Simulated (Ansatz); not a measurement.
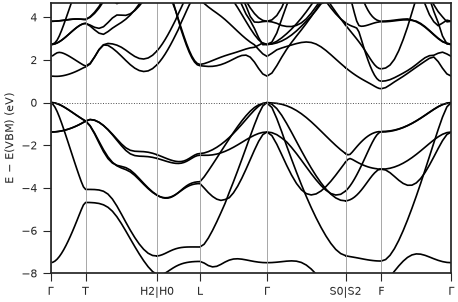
Figure: Band structure from the program Ansatz at the r²SCAN level (PAW)

Problem. Read off the gap and where the band edges lie.

Solution. About 0.6 eV (0.65 eV by a search for the band edges); maximum at Γ, minimum at F.

Problem. Which compound is it?
(A) AlGaAs2, R3m (Al on 3a, Ga on 3a, As on 3a, As on 3a)
(B) B, α-B12
(C) CrN, R-3m (Cr on 3a, N on 3b)
(D) SiGe, R-3m (Si on 6c, Ge on 6c)

Solution. D, SiGe, R-3m (Si on 6c, Ge on 6c)

The start of the workflow was typed in or built on a structure type; neither database checked (COD, Materials Project) lists it. Whether it is the stable phase at ambient conditions was not checked. Symmetry was held in the r²SCAN relaxation; whether a distortion lowers the energy is not shown. Scalar-relativistic: spin–orbit coupling is off unless named, which matters more the heavier the elements.

Potentials: the earlier of the program's two PAW sets.
